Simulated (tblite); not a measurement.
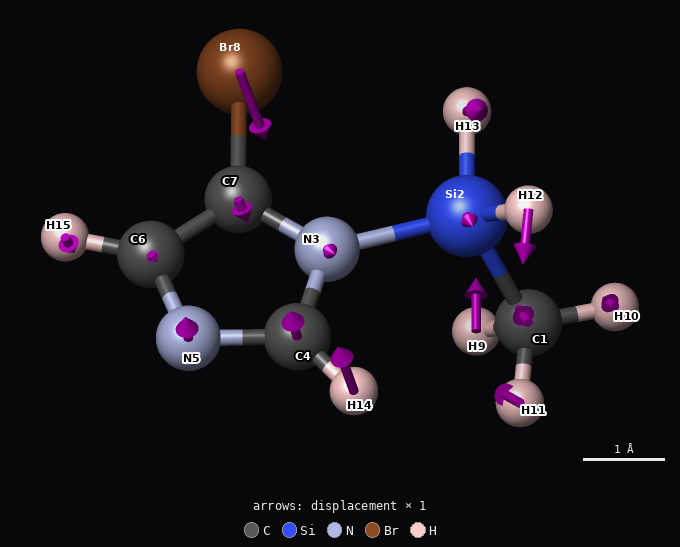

This is a relaxation of C$_{4}$H$_{7}$BrN$_{2}$Si. The starting structure is drawn; purple arrows show the displacements, at their true length. The two geometries are superimposed by the best rigid fit.

The picture is a ball-and-stick view, seen at a tilt.

Theory: tblite 0.8.0, GFN2-xTB geometry optimisation, gas phase. 

**What did the optimiser do to the structure, and how much energy did it gain?**

Br8 moves most after the best rigid fit: 1.14 Å. By element the largest moves are Br 1.14 Å, H 0.97 Å, C 0.56 Å, N 0.43 Å, Si 0.23 Å. Near-neighbour distances that change, for instance: Si2–Br8 3.529 → 3.420 Å, C4–N5 1.348 → 1.299 Å, C1–Si2 1.845 → 1.893 Å, Si2–N3 1.811 → 1.769 Å. Bond angles that change, for instance: N3–Si2–H12 111.2° → 101.5°, Si2–N3–C4 122.7° → 128.7°, C1–Si2–H12 107.5° → 113.2°. Groups turn about Si2–N3 by about 45°. Over 151 geometry steps the energy falls by 10.4 kcal/mol.
